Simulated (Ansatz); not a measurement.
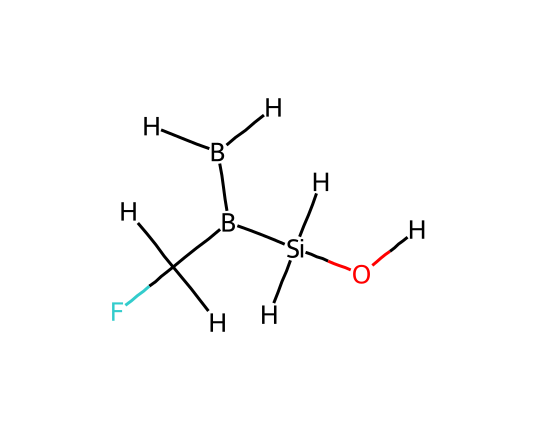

The picture comes from a calculation with Ansatz.

### Transcribe the drawing into SMILES.

BB(CF)[SiH2]O

### What is the molecular formula?

CH7B2FOSi.

### An optimisation with PBE-D4/def2-SVP gave a structure of which point group?

C1. Other conformers may differ.
